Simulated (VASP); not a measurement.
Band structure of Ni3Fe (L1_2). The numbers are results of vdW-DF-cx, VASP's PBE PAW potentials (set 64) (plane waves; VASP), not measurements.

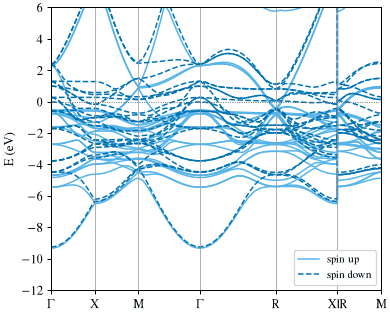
Bands along high-symmetry lines, zero at the valence-band maximum or, without a gap, the Fermi level

Task: Read the plot: is there a gap, and where are the band edges?

Result: It has no gap at this level: it comes out as a metal or semimetal. (Edges off the drawn lines would not show.)

The compound is Ni3Fe in the L1_2 structure. It was relaxed first.
